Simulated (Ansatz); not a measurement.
# ClGaH2: reaction (reductive elimination), part 3 of 3

Aim: the minimum-energy path and barrier of the reaction (reductive elimination). The ends are relaxed first, then joined by a nudged elastic band. Meant to form: H2–Cl3; to break: Ga1–H2, Ga1–Cl3. The start is a guess near the saddle point, from which both ends are pulled out.

Ansatz 0.2.0; RKS PBE-D4/def2-SVPD. Earlier steps stand in the parts before.

**13. Frames and traces**

The trajectory, every 8 steps (energies from step 0):

| time (fs) | T (K) | potential energy change (meV/atom) | total energy change (meV/atom) | H2–Cl3 (Å) | Ga1–H2 (Å) |
| --- | --- | --- | --- | --- | --- |
| 0.0 | 300 | 0.0 | 0.00 | 1.66 | 1.68 |
| 4.0 | 145 | 10.0 | 0.05 | 1.66 | 1.78 |
| 8.0 | 117 | 11.9 | 0.05 | 1.63 | 1.80 |
| 12.0 | 219 | 5.2 | 0.01 | 1.58 | 1.73 |
| 16.0 | 85 | 14.0 | 0.04 | 1.54 | 1.65 |
| 20.0 | 73 | 14.7 | 0.05 | 1.54 | 1.64 |
| 24.0 | 230 | 4.5 | 0.01 | 1.60 | 1.71 |
| 28.0 | 149 | 9.8 | 0.04 | 1.68 | 1.77 |
| 32.0 | 194 | 6.9 | 0.06 | 1.76 | 1.73 |
| 36.0 | 471 | -11.0 | 0.00 | 1.85 | 1.60 |
| 40.0 | 653 | -22.7 | 0.13 | 2.02 | 1.49 |
| 44.0 | 1922 | -104.9 | -0.02 | 2.31 | 1.56 |
| 48.0 | 3286 | -193.0 | -0.02 | 2.74 | 1.68 |
| 52.0 | 4797 | -290.7 | -0.10 | 3.19 | 1.72 |
| 56.0 | 5621 | -344.1 | -0.18 | 3.57 | 1.69 |
| 60.0 | 4674 | -282.8 | -0.09 | 3.83 | 1.67 |
| 64.0 | 3079 | -179.5 | 0.09 | 3.94 | 1.68 |
| 68.0 | 3222 | -188.8 | 0.07 | 3.88 | 1.64 |
| 72.0 | 4854 | -294.5 | -0.11 | 3.70 | 1.55 |
| 76.0 | 5738 | -351.7 | -0.20 | 3.53 | 1.53 |
| 80.0 | 4518 | -272.7 | -0.13 | 3.40 | 1.63 |
| 84.0 | 2569 | -146.5 | 0.12 | 3.21 | 1.68 |
| 88.0 | 3033 | -176.7 | -0.07 | 2.90 | 1.60 |
| 92.0 | 3978 | -237.8 | -0.08 | 2.63 | 1.51 |
| 96.0 | 4764 | -288.6 | -0.08 | 2.56 | 1.55 |
| 100.0 | 5632 | -344.8 | -0.12 | 2.68 | 1.65 |

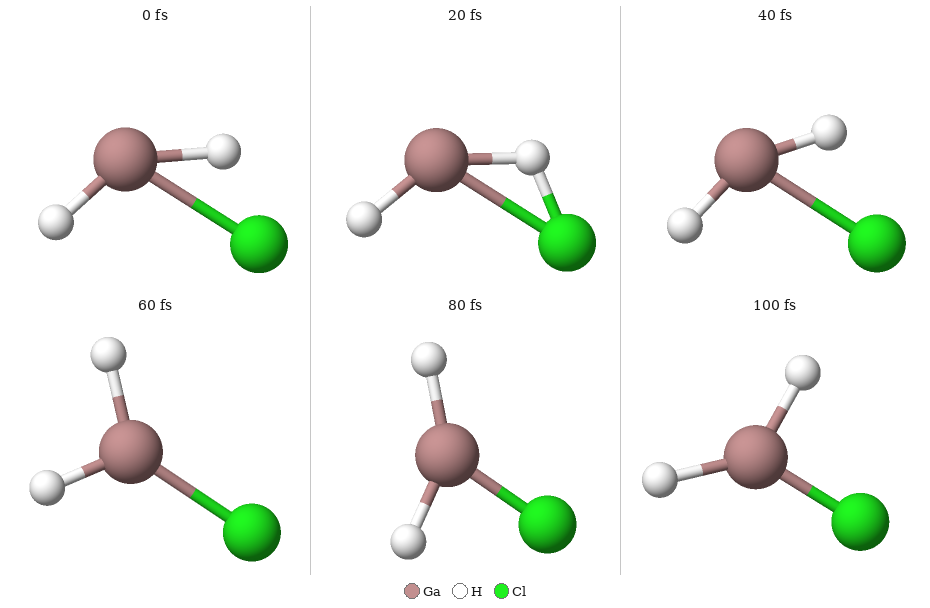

The system at six times, viewed from a chosen angle. Sticks join atoms within a bonding distance in each frame.

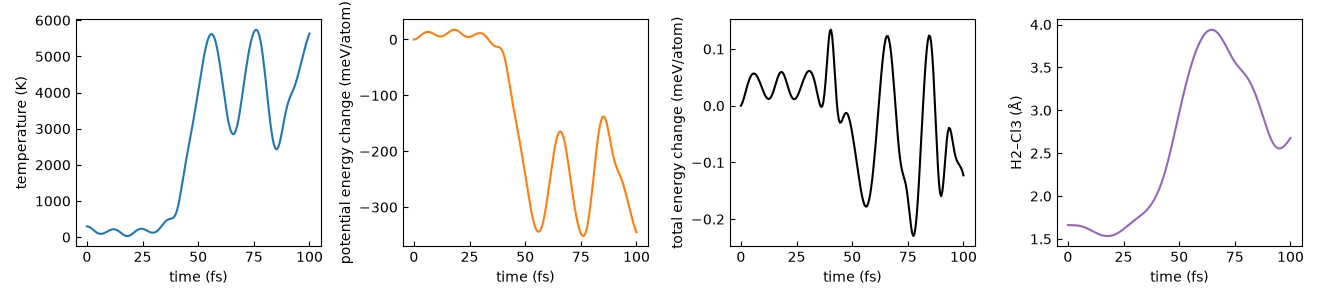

Time series of the run, each on its own scale.

The last frame stands with the bonds of end A.

**14. A trajectory let go at the top**

It starts at the highest inner image of the first converged band: 200 steps of 0.5 fs at constant energy, with velocities drawn for 100 K.

Contents of input.yaml:

```yaml
crystal:
  periodic: [false, false, false]
  atoms:
    - { symbol: Ga, position_ang: [-0.383868, 0.0, 0.500205] }
    - { symbol: H, position_ang: [1.053472, 0.0, 1.373452] }
    - { symbol: Cl, position_ang: [2.27567, 0.0, 0.245966] }
    - { symbol: H, position_ang: [-0.987574, 0.0, -0.989423] }
basis:
  gaussian: { orbitals: def2-SVPD }
hamiltonian:
  xc: pbe
  dispersion: d4
md:
  timestep: 0.5
  n_steps: 200
  ensemble: nve
  temperature: 100.0
  initial_velocities: maxwell_boltzmann
  seed: 9061
```

On the command line:

```bash
$ ansatz run input.yaml --threads 2 --pin off --max-ram 3072MiB --backend cpu --events-out ev --progress --plain --runs-dir out
```

Standard output, shortened:

```text
Warning: RAYON_NUM_THREADS=2 ignored (pool sized by the plan → 2); use --threads N
[...]
Functional definition: PBE
[...]
819 factors; their error is unknown
[...]
mean field -64908.61381094 eV, -2385.3475609135 hartree, gradient 3.3e-5 eV, S^2 0.000000; 0 other end points of the search recorded, 0 dependent functions left out
[...]
reference -64908.61385039 eV, -2385.3475623630 hartree; 25, 25 occupied and 56, 56 virtual orbitals, 819 factors
[...]
md step    75: t =    37.50 fs  T =  3615.2 K  F+E_penalty+E_count = -64909.58281108 eV  E_kin = 0.934594 eV  conserved = -64908.64821749 eV  (25 SCF iters, 3 dispersion substeps)
[...]
md step    99: t =    49.50 fs  T =  5432.6 K  F+E_penalty+E_count = -64910.05326755 eV  E_kin = 1.404431 eV  conserved = -64908.64883651 eV  (25 SCF iters, 3 dispersion substeps)
md step   100: t =    50.00 fs  T =  5442.6 K  F+E_penalty+E_count = -64910.05588527 eV  E_kin = 1.407027 eV  conserved = -64908.64885817 eV  (25 SCF iters, 3 dispersion substeps)
```

**15. The output, continued: dynamics from the highest image of the converged band**

The log, continued, shortened:

```text
md step   101: t =    50.50 fs  T =  5428.9 K  F+E_penalty+E_count = -64910.05236034 eV  E_kin = 1.403488 eV  conserved = -64908.64887231 eV  (25 SCF iters, 3 dispersion substeps)
[...]
md step   126: t =    63.00 fs  T =  3208.4 K  F+E_penalty+E_count = -64909.47810498 eV  E_kin = 0.829432 eV  conserved = -64908.64867272 eV  (24 SCF iters, 3 dispersion substeps)
[...]
Total energy: -64909.86758440 eV, -2385.3936362381 hartree
Atom 0 at    -0.329191    -0.000099     0.477135 Å, force     1.632388     0.008729    -1.165686 eV/Å
Atom 1 at    -0.218235    -0.004779     1.989255 Å, force    -0.385836    -0.003752     0.723652 eV/Å
Atom 2 at     2.216768     0.000144     0.266918 Å, force    -2.123529     0.000583    -0.221045 eV/Å
Atom 3 at    -1.426368     0.006605    -0.746349 Å, force     0.876977    -0.005560     0.663079 eV/Å
Dipole moment:    -0.911343    -0.000399     0.046834 e Å
```

Run time: 4.8 min. Hardware: 2 threads of Intel Xeon Platinum 8259CL at 2.50GHz (Skylake/Cascade Lake), shared host; peak memory 0.18 GiB.

**16. What the atoms did**

One step in 11; energies are changes from step 0:

| time (fs) | T (K) | potential energy change (meV/atom) | total energy change (meV/atom) | H2–Cl3 (Å) | Ga1–H2 (Å) |
| --- | --- | --- | --- | --- | --- |
| 0.0 | 100 | 0.0 | 0.00 | 1.66 | 1.68 |
| 5.5 | 104 | -0.2 | 0.01 | 1.77 | 1.66 |
| 11.0 | 269 | -10.9 | 0.02 | 1.92 | 1.59 |
| 16.5 | 961 | -55.6 | 0.04 | 2.19 | 1.55 |
| 22.0 | 2794 | -174.2 | -0.04 | 2.67 | 1.59 |
| 27.5 | 4449 | -281.3 | -0.15 | 3.29 | 1.67 |
| 33.0 | 4298 | -271.4 | -0.10 | 3.78 | 1.71 |
| 38.5 | 3528 | -221.5 | 0.00 | 3.92 | 1.66 |
| 44.0 | 4288 | -270.8 | -0.05 | 3.79 | 1.55 |
| 49.5 | 5433 | -344.8 | -0.17 | 3.64 | 1.56 |
| 55.0 | 4280 | -270.3 | -0.14 | 3.44 | 1.62 |
| 60.5 | 2770 | -172.6 | 0.03 | 3.09 | 1.57 |
| 66.0 | 3625 | -227.9 | -0.13 | 2.78 | 1.55 |
| 71.5 | 4493 | -284.0 | -0.07 | 2.69 | 1.62 |
| 77.0 | 5701 | -362.3 | -0.26 | 2.73 | 1.58 |
| 82.5 | 3723 | -234.2 | -0.02 | 2.91 | 1.57 |
| 88.0 | 2435 | -150.8 | 0.06 | 3.10 | 1.66 |
| 93.5 | 3789 | -238.5 | -0.07 | 3.09 | 1.62 |
| 99.0 | 4776 | -302.3 | -0.14 | 2.99 | 1.52 |
| 100.0 | 4715 | -298.4 | -0.14 | 2.98 | 1.52 |

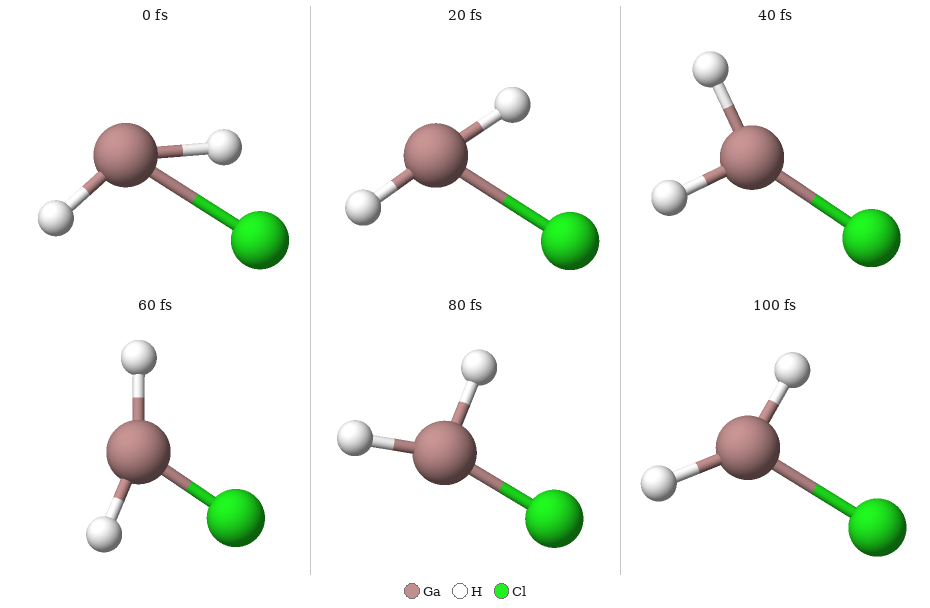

The system at six times, viewed from a chosen angle. Sticks join atoms within a bonding distance in each frame.

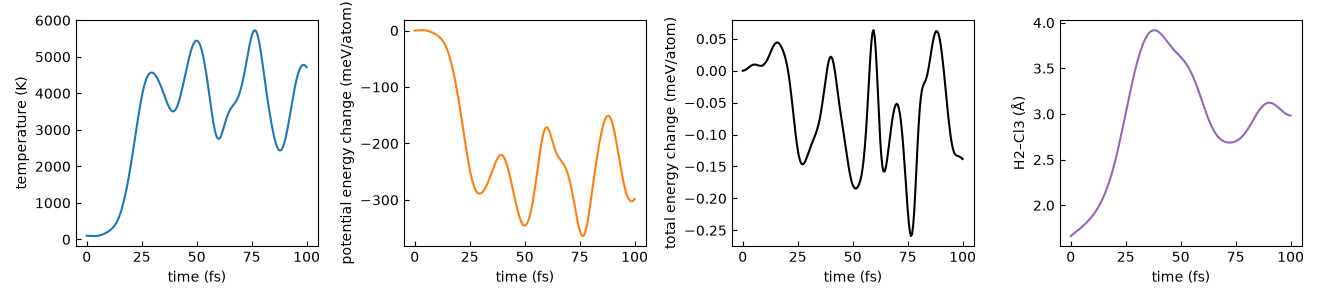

Traces against time; each panel has its own scale.

The last frame stands with the bonds of end A.

**17. Results**

What follows sums up all 3 parts.

| quantity | value |
| --- | --- |
| end A | 3 moves, 0.371 eV lower |
| end B | 11 moves, 0.148 eV lower |
| first band: barrier forwards | 1.963 eV |
| first band: barrier backwards | 0.262 eV |
| first band: second end relative to first | +1.701 eV |
| first band: highest image | 3 of 0 to 6, climbing |
| first band: band iterations | 14 |
| pieces at the ends | ClGaH2 → ClH + GaH |
| imaginary modes at the top | 663i cm⁻¹ |
| second band | top 1.951 eV above image 0, 13 iterations, 6 inner images, none climbing |
| time, first and second band | 1.8 min and 2.2 min |
| trajectory at 300 K, after 100 fs | with the bonds of end A, at 5632 K |
| trajectory at 100 K, after 100 fs | with the bonds of end A, at 4715 K |

In the first band: along this path the system climbs 1.96 eV from the first end (76 kT at 300 K), which at an assumed attempt frequency of 10^13 s⁻¹ means a rate near 10^-20 s⁻¹. The second end lies 1.70 eV above the first, so the way back costs 0.26 eV. By distance, end A alone has Ga1–H2, Ga1–Cl3 and end B alone has H2–Cl3. One imaginary mode, as a first-order saddle point has. The second band's top lies 12 meV below the first's, as a band that doesn't climb stops under the top. These are electronic energies, with no zero-point or thermal terms. Semilocal functionals tend to give barriers that are too low.
